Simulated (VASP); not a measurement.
Band structure of BAs (zinc blende). Level of theory: modified Becke-Johnson potential (mBJ), VASP's PBE PAW potentials (set 64) (plane waves; VASP).

mBJ is a potential without an energy functional, so only the levels count.

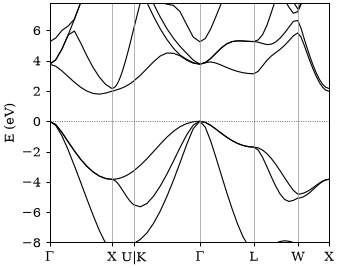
Figure: Bands along high-symmetry lines, zero at the valence-band maximum or, without a gap, the Fermi level

Question: Read the plot: is there a gap, and where are the band edges?

Answer: The gap is indirect, 1.79 eV, from the valence maximum at Γ to the conduction minimum at Γ-X at 0.80.

Measured: gap 1.82 eV (computed value off by -0.03 eV), as given by Wikipedia, List of semiconductor materials.

The compound is BAs in the zinc blende structure. It was relaxed first. The cell's shape comes from a PBE relaxation.
